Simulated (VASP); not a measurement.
**Molecular dynamics, with input and output: Co5Si3 (part 6 of 6)**

Continued. System: Co5Si3 (disordered cell, 16 atoms in the cell). Method: Kohn-Sham DFT of a periodic cell, PBE, VASP PAW PBE potentials, recommended, no spin polarisation (VASP 6.6.1); cutoff 520 eV, 1×1×1 k-mesh, fermi-dirac of 0.087 eV. It belongs to a series of runs on one base structure; here: Langevin dynamics at 1010 K from the last frame before.

Geometry of the input (Å; fractional positions):
```
6.0338  0.0132  0.0089
0.0132  5.8667  0.1295
0.0089  0.1295  6.1143
Co 0.4142  0.6867  0.9203
Co 0.6331  0.0384  0.2677
Co 0.5075  0.2520  0.8429
Co 0.1256  0.4576  0.6945
Co 0.2895  0.6433  0.2907
Co 0.6375  0.4365  0.1916
Co 0.9208  0.2476  0.3640
Co 0.1110  0.9116  0.6339
Co 0.8624  0.1827  0.9712
Co 0.6083  0.5471  0.5414
Si 0.8257  0.5263  0.8752
Si 0.2257  0.3728  0.0235
Si 0.2200  0.9513  0.0689
Si 0.9353  0.6244  0.3134
Si 0.2883  0.2363  0.4693
Si 0.7409  0.9354  0.6249
```

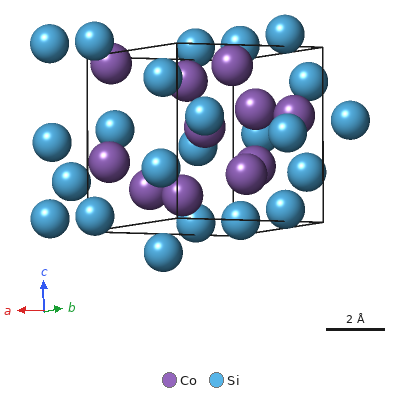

Figure 1. The geometry at step 23 of the log (spheres-only view of the cell of the calculation, seen at an oblique angle; bonded neighbours outside the cell are drawn too).

Parts of OUTCAR, continued
```
 k-point     1 :       0.2500    0.2500    0.2500
  band No.  band energies     occupation
      1      -2.3841      2.00000
      2      -1.0791      2.00000
      3      -0.4445      2.00000
      4       0.5433      2.00000
      5       0.7912      2.00000
      6       1.1327      2.00000
      7       2.9642      2.00000
      8       3.2193      2.00000
      9       3.6255      2.00000
     10       3.7629      2.00000
     11       4.1167      2.00000
     12       4.4539      2.00000
     13       4.5735      2.00000
     14       4.8578      2.00000
     15       5.0665      2.00000
     16       5.2265      2.00000
     17       5.3326      2.00000
     18       5.4861      2.00000
     19       5.6719      2.00000
     20       5.7173      2.00000
     21       5.8043      2.00000
     22       5.8611      2.00000
     23       6.0120      2.00000
     24       6.0855      2.00000
     25       6.1278      2.00000
     26       6.2224      2.00000
     27       6.3211      2.00000
     28       6.3757      2.00000
     29       6.4375      2.00000
     30       6.4979      2.00000
     31       6.6303      2.00000
     32       6.6921      2.00000
     33       6.7787      2.00000
     34       6.8064      2.00000
     35       6.8938      2.00000
     36       6.9815      2.00000
     37       7.0734      2.00000
     38       7.0939      2.00000
     39       7.2016      1.99999
     40       7.2804      1.99999
     41       7.3132      1.99998
     42       7.3828      1.99996
     43       7.4073      1.99994
     44       7.4858      1.99986
     45       7.5759      1.99960
     46       7.6068      1.99942
     47       7.6574      1.99897
     48       7.7083      1.99815
     49       7.7950      1.99501
     50       7.8686      1.98841
     51       7.9327      1.97593
     52       7.9661      1.96487
     53       8.0169      1.93788
     54       8.1021      1.84268
     55       8.1528      1.73476
     56       8.1734      1.67525
     57       8.2321      1.44894
     58       8.3063      1.05691
     59       8.4611      0.31804
     60       8.6418      0.04627
     61       8.7295      0.01714
     62       8.9299      0.00173
     63       9.0802      0.00031
     64       9.3363      0.00002
     65       9.7086      0.00000
     66       9.8925      0.00000
     67      10.2120      0.00000
     68      10.7632      0.00000

------------------------ aborting loop because EDIFF is reached ----------------------------------------

  FORCE on cell =-STRESS in cart. coord.  units (eV):
  Direction    XX          YY          ZZ          XY          YZ          ZX
  --------------------------------------------------------------------------------------
  -------------------------------------------------------------------------------------
  Total      -17.2208664    -21.9159104    -17.8586463     -2.2021923     -0.1239336      5.0674522
  in kB     -127.5385901   -162.3103188   -132.2620203    -16.3095451     -0.9178587     37.5298024
  external PRESSURE =    -140.7036431 kB  Pullay stress =       0.0000000 kB

 VOLUME and BASIS-vectors are now :
 -----------------------------------------------------------------------------
  energy-cutoff  :      520.00
  volume of cell :      216.33
      direct lattice vectors                 reciprocal lattice vectors
     6.033846000  0.013244000  0.008948000     0.165732932 -0.000368962 -0.000234731
     0.013244000  5.866666000  0.129466000    -0.000368962  0.170535073 -0.003610440
     0.008948000  0.129466000  6.114267000    -0.000234731 -0.003610440  0.163628695

 POSITION                                       TOTAL-FORCE (eV/Angst)
 -----------------------------------------------------------------------------------
      2.63977      4.21652      5.68959        -0.440289      1.006955      0.306469
      3.41526      5.84354      1.63222         0.602012     -0.147160      0.636605
      3.02644      1.63868      5.29960        -0.341154     -0.950224     -0.839206
      0.96095      2.92592      4.24873         0.689308     -0.160115     -0.337836
      1.41391      3.77526      1.96122         1.884269      0.731348      0.062437
      3.69727      2.86918      1.15684         0.066704     -1.184468      0.605034
      5.96758      1.56522      2.41328        -0.062352     -0.362806     -0.682029
      0.83634      5.48895      4.03766        -0.121288     -0.205095     -0.112847
      5.45941      1.00185      5.76396         0.564559     -0.373781      1.319693
      3.45363      3.65734      3.62863        -0.062252      0.416196     -1.117726
      4.93198      3.00447      5.14602        -0.846093      1.240172      0.023414
      1.22852      2.33427      0.29565        -0.619678      0.575952      0.641381
      1.31866      5.77780      0.72474        -0.227386     -1.018506     -0.337678
      5.35511      3.86696      2.19190        -0.721571      0.435946      0.808454
      2.25870      1.33532      2.95546        -0.049134      0.792670      0.083494
      4.49348      5.88745      4.14913        -0.319500     -0.799600     -1.059772
 -----------------------------------------------------------------------------------
    total drift:                               -0.003844     -0.002515     -0.000112

  FREE ENERGIE OF THE ION-ELECTRON SYSTEM (eV)
  ---------------------------------------------------
  free  energy   TOTEN  =      -102.0442381917 eV

  energy  without entropy=     -101.4596752346  energy(sigma->0) =     -101.75195671

  ENERGY OF THE ELECTRON-ION-THERMOSTAT SYSTEM (eV)
  ---------------------------------------------------
% ion-electron   TOTEN  =      -102.044238  see above
  kinetic energy EKIN   =         1.769798
  kin. lattice  EKIN_LAT=         0.000000  (temperature  855.73 K)
  nose potential ES     =         0.000000
  nose kinetic   EPS    =         0.000000
  ---------------------------------------------------
  total energy   ETOTAL =      -100.274440 eV
```

CONTCAR
```
Co5Si3
   1.00000000000000
     6.0338459999999996    0.0132440000000000    0.0089480000000000
     0.0132440000000000    5.8666660000000004    0.1294660000000000
     0.0089480000000000    0.1294660000000000    6.1142669999999999
  Co              Si
    10     6
Direct
     0.4346056222364747    0.6975488601369746    0.9151373163227151
     0.5634826481351286   -0.0106247638442162    0.2451782311610630
     0.4997326109700200    0.2592022018844911    0.8605406708450491
     0.1571837435423673    0.4832781726963538    0.6844253298838574
     0.2324778468642353    0.6362123049649651    0.3069501889182149
     0.6114299487771128    0.4837556604324036    0.1780661314144873
     0.9878807561720486    0.2560098219773514    0.3878306453852297
     0.1356354186099188    0.9211724661777887    0.6406624274596439
     0.9030808406481207    0.1480253279097937    0.9382514541596906
     0.5701788759074103    0.6093298397880994    0.5797326443966678
     0.8150745821961274    0.4919686658625325    0.8300313950219522
     0.2026748593738845    0.3965550520652397    0.0396603041208130
     0.2162433423785134    0.9822142073112794    0.0974175294364751
     0.8855774146914133    0.6495631414207060    0.3434394427632673
     0.3731547879012327    0.2162148876809638    0.4782468847712261
     0.7415717603983626    0.9873782454894009    0.6566057688648140

  0.15202134E-02  0.20020290E-03  0.52438371E-02
 -0.38782379E-02 -0.33688641E-02  0.25034986E-02
 -0.15882117E-02 -0.12187962E-02 -0.26917392E-03
  0.25097909E-02  0.32961403E-02  0.38716837E-02
 -0.39089076E-02  0.35248098E-02 -0.41176555E-02
 -0.62554548E-04 -0.28010195E-02  0.11958845E-01
  0.54391352E-03  0.35531457E-02 -0.27111120E-02
 -0.36744449E-02  0.47057254E-02  0.24755031E-02
 -0.12480245E-02 -0.19550136E-02  0.37980856E-02
  0.43285422E-03 -0.40420225E-02 -0.23692460E-02
 -0.47871848E-03 -0.23872299E-02 -0.39988955E-02
  0.99713915E-02  0.73334021E-02  0.45377095E-03
  0.60663397E-02  0.23578569E-02  0.78689298E-02
 -0.58415304E-02  0.15253512E-02  0.92721788E-02
 -0.48187344E-02  0.51702732E-03  0.30303418E-02
 -0.20646364E-02 -0.35170217E-02  0.26717537E-02

           1
   3.00000000000000
  0.10000000E+01  0.00000000E+00  0.00000000E+00  0.00000000E+00
  0.43535756E+00  0.69759280E+00  0.91770820E+00
  0.56155636E+00  0.98762888E+00  0.24644638E+00
  0.49894449E+00  0.25858333E+00  0.86042286E+00
  0.15842523E+00  0.48491978E+00  0.68628842E+00
  0.23053334E+00  0.63806454E+00  0.30489346E+00
  0.61139353E+00  0.48219318E+00  0.18396695E+00
  0.98814917E+00  0.25785639E+00  0.38646093E+00
  0.13380154E+00  0.92355719E+00  0.64182924E+00
  0.90245981E+00  0.14698538E+00  0.94013794E+00
  0.57040023E+00  0.60728710E+00  0.57861309E+00
  0.81484202E+00  0.49079119E+00  0.82809459E+00
  0.20762419E+00  0.40029091E+00  0.39796602E-01
  0.21925137E+00  0.98332855E+00  0.10125047E+00
  0.88266479E+00  0.65024956E+00  0.34797862E+00
  0.37075621E+00  0.21645191E+00  0.47973223E+00
  0.74054724E+00  0.98555227E+00  0.65795684E+00
  0.00000000E+00  0.00000000E+00  0.00000000E+00
  0.00000000E+00  0.00000000E+00  0.00000000E+00
  0.00000000E+00  0.00000000E+00  0.00000000E+00
  0.00000000E+00  0.00000000E+00  0.00000000E+00
  0.00000000E+00  0.00000000E+00  0.00000000E+00
  0.00000000E+00  0.00000000E+00  0.00000000E+00
  0.00000000E+00  0.00000000E+00  0.00000000E+00
  0.00000000E+00  0.00000000E+00  0.00000000E+00
  0.00000000E+00  0.00000000E+00  0.00000000E+00
  0.00000000E+00  0.00000000E+00  0.00000000E+00
  0.00000000E+00  0.00000000E+00  0.00000000E+00
  0.00000000E+00  0.00000000E+00  0.00000000E+00
  0.00000000E+00  0.00000000E+00  0.00000000E+00
  0.00000000E+00  0.00000000E+00  0.00000000E+00
  0.00000000E+00  0.00000000E+00  0.00000000E+00
  0.00000000E+00  0.00000000E+00  0.00000000E+00
  0.00000000E+00  0.00000000E+00  0.00000000E+00
  0.00000000E+00  0.00000000E+00  0.00000000E+00
  0.00000000E+00  0.00000000E+00  0.00000000E+00
  0.00000000E+00  0.00000000E+00  0.00000000E+00
  0.00000000E+00  0.00000000E+00  0.00000000E+00
  0.00000000E+00  0.00000000E+00  0.00000000E+00
  0.00000000E+00  0.00000000E+00  0.00000000E+00
  0.00000000E+00  0.00000000E+00  0.00000000E+00
  0.00000000E+00  0.00000000E+00  0.00000000E+00
  0.00000000E+00  0.00000000E+00  0.00000000E+00
  0.00000000E+00  0.00000000E+00  0.00000000E+00
  0.00000000E+00  0.00000000E+00  0.00000000E+00
  0.00000000E+00  0.00000000E+00  0.00000000E+00
  0.00000000E+00  0.00000000E+00  0.00000000E+00
  0.00000000E+00  0.00000000E+00  0.00000000E+00
  0.00000000E+00  0.00000000E+00  0.00000000E+00
```

Trajectory as extended XYZ (Å, eV, eV/Å), 6 of the 40 frames kept, from step=0 to step=39
```
16
Lattice="6.0338 0.0132 0.0089 0.0132 5.8667 0.1295 0.0089 0.1295 6.1143" Properties=species:S:1:pos:R:3:forces:R:3 step=0 energy=-100.10332 temperature=1091.5
Co    2.5168    4.1534    5.7196    1.4750  -0.0115  -1.6760
Co    3.8228    0.2682    1.6475   -2.5937  -1.5433  -0.2472
Co    3.0730    1.5943    5.1911   -0.1308  -0.9744  -1.3418
Co    0.7699    2.7759    4.3065    0.5477   1.8299  -1.3136
Co    1.7578    3.8156    1.8630    0.2988  -0.2685   0.9499
Co    3.8542    2.5939    1.2340   -1.1454   0.4262  -1.2833
Co    5.5624    1.5117    2.2659    1.9325  -0.8152   1.3425
Co    0.6873    5.4315    3.9946    0.2862  -0.3093   0.2410
Co    5.2148    1.2088    5.9696    2.2922  -2.4395   0.3719
Co    3.6824    3.2879    3.3863    0.3449   0.6183   1.1934
Si    4.9972    3.2120    5.4270   -2.1543   1.9306  -0.9131
Si    1.3673    2.1928    0.1940   -0.9734   0.0914   2.1046
Si    1.3409    5.5925    0.5464   -0.7906   0.8673  -0.3279
Si    5.6545    3.7159    2.0052   -0.9916   1.2707   1.1814
Si    1.7466    1.4506    2.9027    2.0402  -1.0136  -0.5326
Si    4.4886    5.5782    3.9486   -0.4417   0.3427   0.2496
16
Lattice="6.0338 0.0132 0.0089 0.0132 5.8667 0.1295 0.0089 0.1295 6.1143" Properties=species:S:1:pos:R:3:forces:R:3 step=8 energy=-100.54281 temperature=1273.4
Co    2.4518    4.0052    5.7269    0.2725   1.2157  -0.7597
Co    3.7382    0.3109    1.6417   -1.2775  -1.6068   0.1001
Co    3.0242    1.6756    5.2081    0.2256  -1.6514  -1.6123
Co    0.7354    2.9039    4.1966    0.2592   0.7139   0.1662
Co    1.8336    3.7322    1.9074   -0.8153   0.4093  -0.0044
Co    3.9400    2.4866    1.0363   -0.5584   1.4798   2.5480
Co    5.7857    1.4798    2.2283   -0.4197   0.0833   0.1637
Co    0.8399    5.4285    3.9430    0.2019  -0.0894   0.0983
Co    5.3821    1.1082    5.9832    0.2059  -1.0111  -0.7255
Co    3.5949    3.4624    3.4804    0.3738   0.0634  -0.9384
Si    4.7791    3.2462    5.3422    0.7640   0.4641  -1.3618
Si    1.2808    2.0759    0.2418   -1.0883   2.4910   0.6138
Si    1.2631    5.7214    0.6981    0.6169  -2.5041  -0.1871
Si    5.6344    3.9781    1.9065   -1.0590  -0.5435   0.7987
Si    1.8618    1.5072    2.7896    2.2011  -0.6492   0.6779
Si    4.6285    5.4505    3.8017    0.0995   1.1404   0.4253
16
Lattice="6.0338 0.0132 0.0089 0.0132 5.8667 0.1295 0.0089 0.1295 6.1143" Properties=species:S:1:pos:R:3:forces:R:3 step=16 energy=-101.10926 temperature=882.5
Co    2.4598    4.0065    5.7230    0.8386   0.7381  -1.0047
Co    3.5703    0.2135    1.6162    0.5911  -1.4291  -0.8775
Co    2.9528    1.6755    5.2430    0.4085  -1.1566  -1.0790
Co    0.8404    3.0190    4.1854    0.0502  -0.7289  -0.1348
Co    1.8242    3.6998    1.8964   -0.9641  -0.4060   0.4053
Co    3.9062    2.5243    1.1109    0.3865   0.6670   1.0114
Co    5.9414    1.4049    2.2769   -0.6535   0.3463  -0.1416
Co    0.8876    5.3939    3.8868    0.6982  -0.1777   0.4286
Co    5.5275    1.0046    5.9594   -0.8559  -0.6146  -0.4342
Co    3.5436    3.6392    3.4589    0.0080  -0.5859  -0.4081
Si    4.7677    3.3287    5.2821    0.4626  -0.7163  -0.2265
Si    1.1624    2.1489    0.2538   -0.1863   0.9346   0.8945
Si    1.3450    5.4894    0.6749   -0.1355   1.0941  -0.5859
Si    5.5760    4.1344    1.9492   -0.1193  -1.5800  -0.4573
Si    2.0991    1.2983    2.7784    0.1251   1.2263   1.0721
Si    4.7564    5.4298    3.6674   -0.6531   2.3888   1.5349
16
Lattice="6.0338 0.0132 0.0089 0.0132 5.8667 0.1295 0.0089 0.1295 6.1143" Properties=species:S:1:pos:R:3:forces:R:3 step=23 energy=-102.07890 temperature=1220.2
Co    2.5659    4.0954    5.6668    0.3883   0.3365  -0.2443
Co    3.4940    0.0987    1.5519    0.4025  -0.5535  -0.1121
Co    2.9362    1.7198    5.2527    0.2911  -1.0036  -0.5103
Co    0.8715    2.9199    4.2407    0.5500  -0.0684  -0.2298
Co    1.7668    3.6766    1.9065   -0.8451   0.7749   0.7956
Co    3.8010    2.6924    1.1724    1.1573  -0.4390   0.3704
Co    6.0034    1.4240    2.3641   -0.3892   0.7229  -0.5314
Co    0.8802    5.4387    3.8665    0.4713  -0.9022   0.5314
Co    5.5718    0.9471    5.8494   -0.6513   0.0487  -0.1487
Co    3.4974    3.7264    3.5107    0.4416  -0.3754  -0.2717
Si    4.8892    3.2305    5.2461   -0.7285  -0.3619  -0.0761
Si    1.1386    2.2721    0.3847   -0.1295  -0.4347  -0.4462
Si    1.3197    5.4825    0.5787   -0.0692   0.9317  -0.0426
Si    5.5420    4.0624    2.0116   -0.3595  -0.6608   0.4345
Si    2.2688    1.3268    2.9980    0.0666   0.8274  -0.2249
Si    4.7055    5.6257    3.7550   -0.6019   1.1573   0.7000
16
Lattice="6.0338 0.0132 0.0089 0.0132 5.8667 0.1295 0.0089 0.1295 6.1143" Properties=species:S:1:pos:R:3:forces:R:3 step=31 energy=-101.96979 temperature=721.4
Co    2.5914    4.1716    5.5699   -0.6896   0.4188   1.7298
Co    3.4568    5.9018    1.6369    0.1109  -0.3316   0.5106
Co    2.9531    1.6342    5.2777    0.0664  -0.8760  -0.5154
Co    0.9063    2.8685    4.2273    0.3981   0.0628   0.3591
Co    1.5646    3.7064    1.9862    1.8657   0.6260  -0.4624
Co    3.7437    2.8282    1.1059    0.6253  -0.5944   1.0576
Co    5.9734    1.4918    2.4185   -0.2891   0.1641  -0.5995
Co    0.8804    5.4488    3.9761   -0.0909  -0.3953   0.1363
Co    5.4981    0.9595    5.7513   -0.4802  -0.3074   0.6134
Co    3.4574    3.7352    3.6496    0.6645  -0.0210  -1.8965
Si    4.8871    3.0343    5.2421   -0.5507   0.7914  -0.4526
Si    1.1257    2.1941    0.3879    0.4245   0.8443  -0.0276
Si    1.2416    5.5863    0.5619    0.6406  -0.6258   0.0382
Si    5.5494    3.8971    2.0625   -2.4600   0.0978   0.8528
Si    2.2802    1.3422    3.0269    0.0828   0.4506  -0.5725
Si    4.5690    5.8250    4.0546   -0.3212  -0.3012  -0.7759
16
Lattice="6.0338 0.0132 0.0089 0.0132 5.8667 0.1295 0.0089 0.1295 6.1143" Properties=species:S:1:pos:R:3:forces:R:3 step=39 energy=-102.04424 temperature=912.8
Co    2.6398    4.2165    5.6896   -0.4403   1.0070   0.3065
Co    3.4153    5.8435    1.6322    0.6020  -0.1472   0.6366
Co    3.0264    1.6387    5.2996   -0.3412  -0.9502  -0.8392
Co    0.9609    2.9259    4.2487    0.6893  -0.1601  -0.3378
Co    1.4139    3.7753    1.9612    1.8843   0.7313   0.0624
Co    3.6973    2.8692    1.1568    0.0667  -1.1845   0.6050
Co    5.9676    1.5652    2.4133   -0.0624  -0.3628  -0.6820
Co    0.8363    5.4890    4.0377   -0.1213  -0.2051  -0.1128
Co    5.4594    1.0018    5.7640    0.5646  -0.3738   1.3197
Co    3.4536    3.6573    3.6286   -0.0623   0.4162  -1.1177
Si    4.9320    3.0045    5.1460   -0.8461   1.2402   0.0234
Si    1.2285    2.3343    0.2956   -0.6197   0.5760   0.6414
Si    1.3187    5.7778    0.7247   -0.2274  -1.0185  -0.3377
Si    5.3551    3.8670    2.1919   -0.7216   0.4359   0.8085
Si    2.2587    1.3353    2.9555   -0.0491   0.7927   0.0835
Si    4.4935    5.8874    4.1491   -0.3195  -0.7996  -1.0598
```
